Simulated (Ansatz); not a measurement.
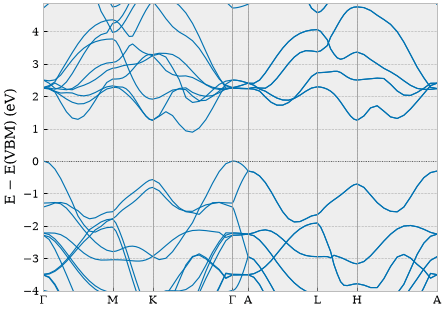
Figure: Band structure from PBE+D3(BJ) (plane waves, PAW; program Ansatz)

Q: Read off the gap and where the band edges lie.

A: About 0.9 eV (0.88 eV by a search for the band edges); maximum at Γ, minimum on the K–Γ line, 48 % of the way from K.

The material is WS2 in space group P6_3/mmc (No. 194; W on 2d, S on 4f).

The PBE+D3(BJ) relaxation kept the symmetry of its start; phonons on a q-mesh show no instability. The run is not spin-polarised. Spin–orbit coupling is left out wherever it is not named.

Potentials: the later of the program's two PAW sets.
